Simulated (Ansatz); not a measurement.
## Sensitivity of the G0W0 gap of Sb2Se3 (quintuple layer)

Aim: change settings of a G0W0 run on Sb2Se3 (quintuple layer) and see what moves.

Calculated with Ansatz 0.2.0; G0W0 on PBE, plane waves, PAW; PAW set soft_1.

### 1. Starting point

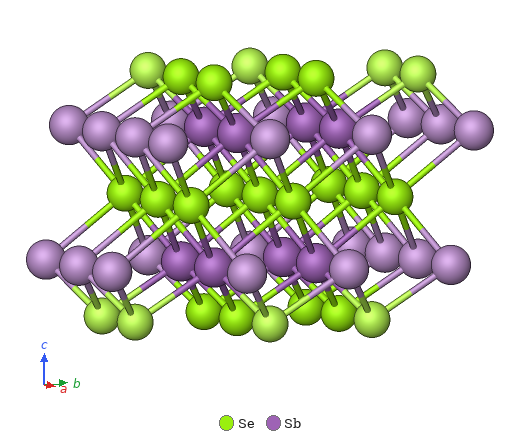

The cell as given, from the side, with the c axis up (selenium green, antimony purple). 2×2×1 cells are drawn. Some periodic images of atoms are drawn too.

The cell holds 5 atoms: 3 Se and 2 Sb. Its edges and angles: a = 4.063 Å, b = 4.063 Å, c = 37.000 Å, α = 90.0°, β = 90.0°, γ = 120.0°. Vacuum lies along c.

Structure file:

```cif
data_structure
_symmetry_space_group_name_H-M 'P 1'
_symmetry_Int_Tables_number 1
_cell_length_a 4.0634
_cell_length_b 4.0634
_cell_length_c 37.0000
_cell_angle_alpha 90.000
_cell_angle_beta 90.000
_cell_angle_gamma 120.000
_cell_volume 529.07
loop_
_atom_site_label
_atom_site_type_symbol
_atom_site_fract_x
_atom_site_fract_y
_atom_site_fract_z
_atom_site_occupancy
Se1 Se 0.00000 0.00000 0.50000 1
Sb2 Sb 0.33333 0.66667 0.55119 1
Sb3 Sb 0.66667 0.33333 0.44881 1
Se4 Se 0.66667 0.33333 0.59322 1
Se5 Se 0.33333 0.66667 0.40678 1
```

The structure was relaxed with PBE. The runs that relaxed it are not among those shown. Spin-orbit coupling is left out unless a step names it. The Coulomb interaction is cut off across the vacuum.

### 2. The base run: 6×6×1 mesh, 292 empty bands, screening to 39 eV, PAW set soft_1 files

Now the one-shot GW correction: screening in the RPA, then the self-energy of the levels asked for. This step takes PAW set soft_1 files.

File input.yaml:

```yaml
crystal:
  lattice:
    - [4.0634055082, 0.0, 0.0]
    - [-2.0317027541, 3.519012396, 0.0]
    - [0.0, 0.0, 37.0]
  atoms:
    - { symbol: Se, position: [0.0, 0.0, 0.5] }
    - { symbol: Sb, position: [0.3333333333, 0.6666666667, 0.5511895415] }
    - { symbol: Sb, position: [0.6666666667, 0.3333333333, 0.4488104585] }
    - { symbol: Se, position: [0.6666666667, 0.3333333333, 0.5932210228] }
    - { symbol: Se, position: [0.3333333333, 0.6666666667, 0.4067789772] }
  periodic: [true, true, false]
kpoints:
  mp_grid: { grid: [6, 6, 1] }
hamiltonian:
  xc: pbe
  pseudopotentials: { kind: paw, azcp: { folder: soft_1 } }
scf:
  occupations: { method: fixed }
gw:
  n_empty_bands: 292
  ecut_chi: 39.0
  qp_bands: [v2, c2]
  qp_kpoints: band_edges
  screening: { model: contour_deformation }
```

The run is started by

```bash
$ ansatz run input.yaml --threads 4 --pin off --max-ram 17510MiB --backend cpu --events-out ev --progress --plain --runs-dir out
```

Numbers of over 12 decimals in the logs are rounded to 6 here.

The log of the run:

```text
Engine: ansatz 0.2.0, aarch64-unknown-linux-gnu
Pseudopotentials: kind: paw
Pseudopotential: Se, paw, valence charge 16, recommended cutoff 420 eV (normal), soft_1/Se.paw.azcp
Pseudopotential: Sb, paw, valence charge 15, recommended cutoff 420 eV (normal), soft_1/Sb.paw.azcp
Functional definition: PBE
  parameter kappa = 0.804
  parameter beta = 0.066725
  exchange = pbe_x(kappa = kappa, mu = beta*pi^2/3)
  correlation = pbe_c(beta = beta)
Crystal: 5 atoms, lattice volume = 529.069 Å³
Basis set: ecut = 420 eV, 10299 PW (Γ)
Bands: 47, of which v1, the nominal top of the filled ones, is band 39 counted from 1 (38 counted from 0)
Symmetry: 12 space group operations
Space group: P-3m1 (ITA 164), of the structure as read, at distance tolerance 8.1e-5 Å
k-points: 7 of 36
Non-local potential: Se, projectors of the file, l = 0: 2, l = 1: 2, l = 2: 3, l = 3: 1
Non-local potential: Sb, projectors of the file, l = 0: 2, l = 1: 2, l = 2: 2, l = 3: 1
PAW form: soft (Blöchl's): semilocal exchange-correlation on the pseudo side does not see the compensation charge
PAW one-centre angular grid: Se, 590 points (default); XC on 64 Gauss nodes
PAW one-centre angular grid: Sb, 590 points (default); XC on 64 Gauss nodes
Initial density: superposition of atomic densities (neutral atoms: chi_scale 0, normalization atom)
Initial wavefunctions: pseudopotential atomic-orbital guess
Functional: x = pbe(κ = 0.804, μ = 0.219515), c = pbe(β = 0.066725)
SCF iter   1: F=—  HF=-29378.298271 eV  |F-HF|=—  |Δ(HF+E_count)|=         —  Δρ=1.44e-2  dr2=2.58e0  ethr=3.10e-3  ⟨swp⟩=6.7  Hψ=1148  notcnv=0  defer=37
preconditioner: auto → Resta (q_TF=auto, 1.983 Å⁻¹)  ε∞=1.8  [insulator: Δε(μ)=1.047 eV  Ē_g=9.427 eV  n_scr=88 (ndim 8)  ℏωp=8.5 eV  f_vac=0.719  ε∞_Penn≈1.8  vacuum switching on, ρ_ref=6.4e-3 e/Å³]
SCF iter   2: F=—  HF=-29377.899081 eV  |F-HF|=—  |Δ(HF+E_count)|=   3.99e-1  Δρ=7.50e-3  dr2=1.84e0  ethr=3.10e-3  ⟨swp⟩=4.0  Hψ=589  notcnv=0  defer=39
SCF iter   3: F=—  HF=-29377.809944 eV  |F-HF|=—  |Δ(HF+E_count)|=   8.91e-2  Δρ=5.73e-3  dr2=9.49e-1  ethr=2.35e-3  ⟨swp⟩=3.9  Hψ=491  notcnv=0  defer=37
SCF iter   4: F=—  HF=-29377.723333 eV  |F-HF|=—  |Δ(HF+E_count)|=   8.66e-2  Δρ=2.98e-3  dr2=1.40e-1  ethr=1.22e-3  ⟨swp⟩=2.0  Hψ=458  notcnv=0  defer=37
SCF iter   5: F=—  HF=-29377.711722 eV  |F-HF|=—  |Δ(HF+E_count)|=   1.16e-2  Δρ=8.09e-4  dr2=8.76e-3  ethr=1.79e-4  ⟨swp⟩=3.0  Hψ=442  notcnv=0  defer=40
SCF iter   6: F=—  HF=-29377.711270 eV  |F-HF|=—  |Δ(HF+E_count)|=   4.52e-4  Δρ=1.53e-4  dr2=1.68e-4  ethr=1.12e-5  ⟨swp⟩=3.0  Hψ=435  notcnv=0  defer=40
SCF iter   7: F=—  HF=-29377.711308 eV  |F-HF|=—  |Δ(HF+E_count)|=   3.87e-5  Δρ=3.95e-5  dr2=7.69e-6  ethr=2.16e-7  ⟨swp⟩=3.3  Hψ=558  notcnv=0  defer=39
SCF iter   8: F=—  HF=-29377.711314 eV  |F-HF|=—  |Δ(HF+E_count)|=   5.60e-6  Δρ=6.31e-6  dr2=2.81e-7  ethr=9.86e-9  ⟨swp⟩=3.0  Hψ=630  notcnv=0  defer=39
SCF iter   9: F=-29377.711314 eV  HF=-29377.711314 eV  |F-HF|=1.21e-8  |Δ(HF+E_count)|=   1.90e-7  Δρ=1.90e-6  dr2=1.98e-8  ethr=1.28e-10  ⟨swp⟩=23.0  Hψ=2046  notcnv=0
SCF 1 converged in 9 iterations: F = -29377.711314 eV  dr2 = 1.98e-8
[...]
NSCF: frozen V_eff on 7 k-points
G₀W₀ screening: q 1/7
[... further progress lines ...]
SCF converged after 9 iterations
Free energy (F): -29377.711314 eV
Harris-Foulkes:  -29377.711314 eV  (|F-HF|=1.21e-8)
Internal energy: -29377.711314 eV  (E = F + TS)
E sigma→0 (E₀):  -29377.711314 eV
Fermi energy:    -5.628595 eV
--- Per-component energies (eV) ---
  E_band       = -2581.690154
  E_kinetic    = 651.412973
  E_local      = -254509.787224  (includes V_loc(G=0)·N_el)
  E_nonlocal   = -286.958805
  E_hartree    = 126641.369145
  E_xc         = -453.381257
  E_vxc        = -452.500967  (∫ρ·V_xc dr)
  E_paw        = -15470.328864  (= ΣΔE_a)
  E_vpaw       = -1266.608117  (= ΣTr[D̂ρ^β])
  E_aug_tail   = -0.000847  (compensation charges beyond the density's cutoff)
  E_ewald      = 114049.963565
  E_smearing   = -0.000000  (= −TS)
  E_closure    = 0.000000  (closes the sum)
  Σ components = -29377.711314   (vs F -29377.711314, Δ=0.00e0)
--- Band table (eV; the first three rows and the last of 7) ---
  k-point 0: bands = [... 35 lower, -6.6106, -6.6106, -6.4925, -5.8556, -4.9512, -3.9274, -3.9274, -3.1052, ... 4 higher]
  k-point 1: bands = [... 35 lower, -7.2571, -6.5201, -5.9900, -5.6286, -4.2430, -3.5610, -3.4729, -3.0286, ... 4 higher]
  k-point 2: bands = [... 35 lower, -7.3266, -7.0564, -6.6702, -5.7281, -4.2233, -3.2467, -2.9511, -2.3663, ... 4 higher]
  k-point 6: bands = [... 35 lower, -8.2561, -7.3233, -6.0366, -6.0366, -3.6335, -2.7912, -2.7912, -1.5312, ... 4 higher]
--- G₀W₀: contour deformation, 7 samples at zero and on the imaginary axis and 2 off it, 36 q-points, 292 empty bands' worth ---
  eigenvalues of the whole cell's RPA ε∞ on this k-mesh (on a slab, of 1 + 4πα/V) = 1.2353, 6.1811, 6.1811; static W/v taken at q = 0 is 0.347677
  gw.qp_kpoints: band_edges: 7 of 7 stored k-points solved, in 1 pass; an edge of the gap read off the rows below is read off those points alone
    ik  band        ε_KS         Σx   Σc(E_QP)       V_xc       Z   E_QP_lin       E_QP  E_QP is
     0    38     -6.4925   -15.7790     1.7732   -13.9789  0.6947    -6.5194    -6.5193  root
     0    39     -5.8556   -14.6162     0.5144   -14.2209  0.7254    -5.7369    -5.7366  root
     0    40     -4.9512    -9.5777    -2.7616   -12.7722  0.7452    -4.5135    -4.5184  root
     0    41     -3.9274   -10.1536    -2.7475   -13.4229  0.7320    -3.3970    -3.4057  root
     1    38     -5.9900   -15.2713     1.0045   -14.3379  0.7211    -5.9190    -5.9188  root
     1    39     -5.6286   -16.1380     1.2302   -15.0189  0.7175    -5.5179    -5.5175  root
     1    40     -4.2430   -10.0683    -2.7934   -13.3584  0.7356    -3.7392    -3.7464  root
     1    41     -3.5610   -10.4219    -2.8405   -13.8191  0.7266    -2.9935    -3.0044  root
[...]
6    38     -6.0366   -16.1642     1.5948   -14.6085  0.7121    -5.9975    -5.9974  root
     6    39     -6.0366   -16.1642     1.5948   -14.6085  0.7121    -5.9975    -5.9974  root
     6    40     -3.6335    -9.6395    -2.9861   -13.1133  0.7278    -3.1378    -3.1458  root
     6    41     -2.7912   -10.4106    -3.2417   -14.2341  0.7069    -2.1957    -2.2094  root
```

The job ended after 2.2 min (4 threads of Arm Neoverse V2, shared host; peak memory 2.5 GiB; 8.5 min of CPU time).

In the SCF lines HF is the Harris–Foulkes energy and dr2 the Hartree energy of the density residual, in eV; the loop may stop once dr2 is under the threshold and the program's other checks hold. Hψ counts applications of the Hamiltonian.

Numbers from this step:

| Property | Result |
| --- | --- |
| bands summed | 331 |
| plane waves in the screening matrix | 277 |
| q-points in the mesh | 36 |
| G0W0 gap on the mesh | 0.9991 eV |
| k of the valence top | 0, 0.1667, 0 |
| k of the conduction bottom | 0, 0, 0 |
| starting gap on the mesh | 0.6773 eV |
| Z at the valence top | 0.7175 |
| Z at the conduction bottom | 0.7452 |
| least direct G0W0 gap on the computed points | 1.218 eV |

The gap on the mesh goes from 0.68 eV to 1.00 eV, a correction of +0.32 eV. Between the two edge states, bare exchange in place of the xc potential would open the gap by 4.31 eV, and correlation takes back 3.99 eV.

### 3. Variant: frequency model

input.yaml: that of step 2 with these lines changed.

```diff
@@ -24,2 +24,2 @@
   qp_kpoints: band_edges
-  screening: { model: contour_deformation }
+  screening: { model: godby_needs }
```

The log of the run:

```text
[...]
Crystal: 5 atoms, lattice volume = 529.069 Å³
Basis set: ecut = 420 eV, 10299 PW (Γ)
Bands: 47, of which v1, the nominal top of the filled ones, is band 39 counted from 1 (38 counted from 0)
Symmetry: 12 space group operations
[...]
k-points: 7 of 36
[...]
SCF iter   1: F=—  HF=-29378.298271 eV  |F-HF|=—  |Δ(HF+E_count)|=         —  Δρ=1.44e-2  dr2=2.58e0  ethr=3.10e-3  ⟨swp⟩=6.7  Hψ=1148  notcnv=0  defer=37
[...]
SCF iter   9: F=-29377.711314 eV  HF=-29377.711314 eV  |F-HF|=1.21e-8  |Δ(HF+E_count)|=   1.90e-7  Δρ=1.90e-6  dr2=1.98e-8  ethr=1.28e-10  ⟨swp⟩=23.0  Hψ=2046  notcnv=0
SCF 1 converged in 9 iterations: F = -29377.711314 eV  dr2 = 1.98e-8
[...]
NSCF: frozen V_eff on 7 k-points
G₀W₀ screening: q 1/7
[... further progress lines ...]
SCF converged after 9 iterations
Free energy (F): -29377.711314 eV
[...]
Internal energy: -29377.711314 eV  (E = F + TS)
E sigma→0 (E₀):  -29377.711314 eV
Fermi energy:    -5.628595 eV
[...]
--- Band table (eV; the first three rows and the last of 7) ---
  k-point 0: bands = [... 35 lower, -6.6106, -6.6106, -6.4925, -5.8556, -4.9512, -3.9274, -3.9274, -3.1052, ... 4 higher]
  k-point 1: bands = [... 35 lower, -7.2571, -6.5201, -5.9900, -5.6286, -4.2430, -3.5610, -3.4729, -3.0286, ... 4 higher]
  k-point 2: bands = [... 35 lower, -7.3266, -7.0564, -6.6702, -5.7281, -4.2233, -3.2467, -2.9511, -2.3663, ... 4 higher]
  k-point 6: bands = [... 35 lower, -8.2561, -7.3233, -6.0366, -6.0366, -3.6335, -2.7912, -2.7912, -1.5312, ... 4 higher]
--- G₀W₀: ω_p = 29.1959 eV, 36 q-points, 292 empty bands' worth ---
[...]
GN-PPA: 1192810/3103171 pairs with Re ω̃² < 0 across q-mesh
[...]
0    38     -6.4925   -15.7790     1.7426   -13.9789  0.7667    -6.5497    -6.5500  root
     0    39     -5.8556   -14.6162     0.5058   -14.2209  0.7743    -5.7453    -5.7452  root
     0    40     -4.9512    -9.5777    -2.7812   -12.7722  0.7873    -4.5366    -4.5379  root
     0    41     -3.9274   -10.1536    -2.7370   -13.4229  0.7804    -3.3924    -3.3952  root
     1    38     -5.9900   -15.2713     0.9899   -14.3379  0.7713    -5.9335    -5.9335  root
     1    39     -5.6286   -16.1380     1.2409   -15.0189  0.7685    -5.5070    -5.5068  root
     1    40     -4.2430   -10.0683    -2.7872   -13.3584  0.7822    -3.7380    -3.7401  root
     1    41     -3.5610   -10.4219    -2.8111   -13.8191  0.7783    -2.9722    -2.9750  root
[...]
6    38     -6.0366   -16.1642     1.5899   -14.6085  0.7670    -6.0024    -6.0024  root
     6    39     -6.0366   -16.1642     1.5899   -14.6085  0.7670    -6.0024    -6.0024  root
     6    40     -3.6335    -9.6395    -2.9728   -13.1133  0.7794    -3.1284    -3.1325  root
     6    41     -2.7912   -10.4106    -3.1660   -14.2341  0.7727    -2.1281    -2.1337  root
```

Wall time 1.9 min (4 threads); peak memory 2.5 GiB; 7.5 min of CPU time.

The G0W0 gap on the mesh is 0.969 eV.

Against the base:

```tsv
setting	base	variant
frequency model	contour deformation	plasmon pole
```

```tsv
quantity	variant	base
starting gap on the mesh	0.677	0.677
G0W0 gap on the mesh	0.969	0.999
least direct G0W0 gap on the computed points	1.207	1.218
Z at the valence top	0.769	0.718
Z at the conduction bottom	0.787	0.745
```

### 4. Summary of results

| Property | Result |
| --- | --- |
| base | 1.00 eV, 2.2 min |
| frequency model | 0.97 eV, 1.9 min |

What this shows: Frequency model: the gap moves by −0.03 eV. All runs here use a coarse mesh and modest cutoffs; they test settings and are not final values. Mesh or cutoff lie under what a gap needs, so these runs test behaviour and cost; their gaps are not to be quoted. The mesh in the plane is coarse for a sheet; gap and any exciton binding can still move on denser ones. The many-body steps are scalar-relativistic: spin-orbit coupling is not in them.

[Paths, hosts, dates, memory and timing lines, banners, echoed tables and standing remarks are left out of the program output.]

[Logs are printed without paths, hosts, clocks, repeated set-up lines and the standing remarks that a program may print on its own settings, such as how far it seeks lower states.]

[Runs of the session that timed out or met a known fault of the program may be left out.]

[Cells called generated may have been cut or substituted from an entry of the Crystallography Open Database or the Materials Project.]

[Hosts, paths, dates, database ids (printed as entryN), source tags and the programs' standing remarks are cut or masked in the printed files.]
